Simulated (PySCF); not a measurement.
```xyz
2

In    0.0000    0.0000   -0.3028
F     0.0000    0.0000    1.8312
```

Core potentials replace the inner electrons of In.

Computed with PBE0/def2-SVPD, non-relativistic Hamiltonian with scalar-relativistic core potentials where named, at a bond length of 2.134 Å (PySCF 2.14.0).

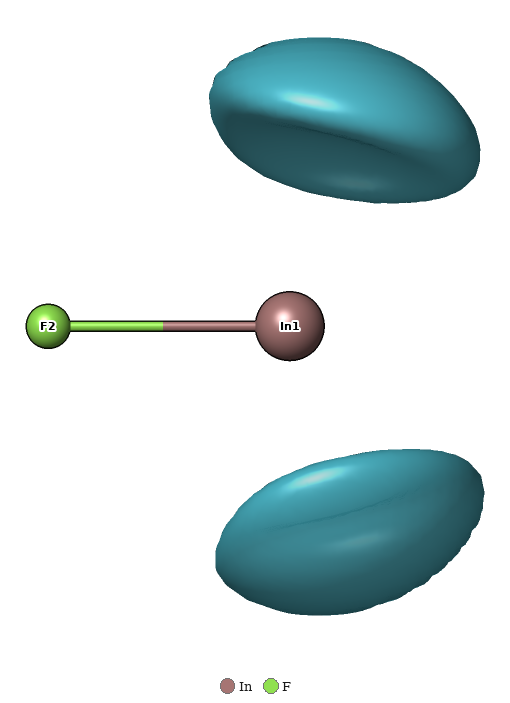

InF (charge −1, doublet). Isosurface of the ELF at 0.9 (cyan), seen from one side. Only the valence region is drawn (cores and ρ < 0.01 e/Å³ removed).

Q: What do the ELF domains correspond to?

A: The surface consists of two lobes on In, pointing away from the bonds (non-bonding electrons). Profiles from the grid: In–F (2.13 Å): the ELF peaks at about 0.85 in the valence shell of F, 0.6 Å from its nucleus, and drops to about 0.10 between the two atoms.
